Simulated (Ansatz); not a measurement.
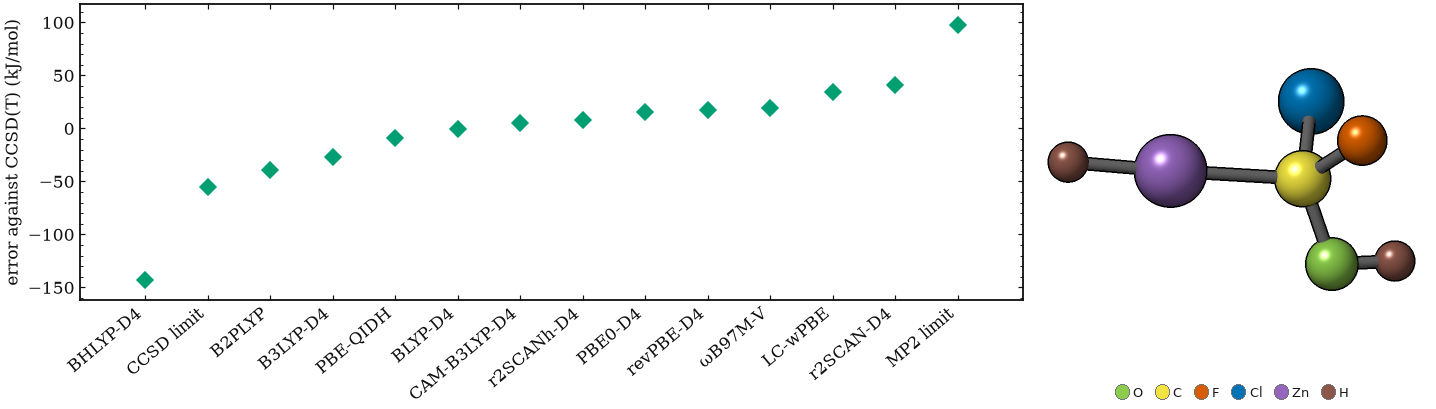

Error in the electronic atomisation energy (method less reference, so positive means overbinding) of CH₂ClFOZn, SMILES O[C@@](F)(Cl)[ZnH], singlet: functionals in def2-TZVPP against frozen-core CCSD(T) at the limit (MP2 extrapolated from triple and quadruple zeta, plus CCSD(T) less MP2 in a smaller set), which gives 2084.4 kJ/mol, at a PBE0-D4/def2-TZVP geometry (a minimum by its frequencies), no zero-point or spin-orbit term, the Ansatz code. The reference leaves out core correlation, a term that grows with the number of heavy atoms. Choice of cores on heavy atoms: Zn/Cu 3s3p. B2PLYP and PBE-QIDH hold a correlation term that converges slowly with the basis, so part of the distance to the limit is basis error. No dispersion term is added to B2PLYP, PBE-QIDH and LC-wPBE. Limit means the basis limit.

Which of these levels overbind, and which underbind?

Answer. Overbind: LC-wPBE, r2SCAN-D4 and MP2 limit. Underbind: BHLYP-D4, CCSD limit, B2PLYP and B3LYP-D4. Within 25 kJ/mol of zero, too close to call in view of what the reference leaves out: PBE-QIDH, BLYP-D4, CAM-B3LYP-D4, r2SCANh-D4, PBE0-D4, revPBE-D4 and ωB97M-V.

Give the values.

Answer.
```csv
level,kJ/mol
BHLYP-D4,−142.7
CCSD limit,−55.7
B2PLYP,−39.3
B3LYP-D4,−27.0
PBE-QIDH,−9.3
BLYP-D4,−1.0
CAM-B3LYP-D4,4.8
r2SCANh-D4,8.3
PBE0-D4,15.5
revPBE-D4,17.1
ωB97M-V,19.4
LC-wPBE,33.9
r2SCAN-D4,40.5
MP2 limit,97.8
```

Caveats, for all or some of the runs: no scalar relativity up to krypton.
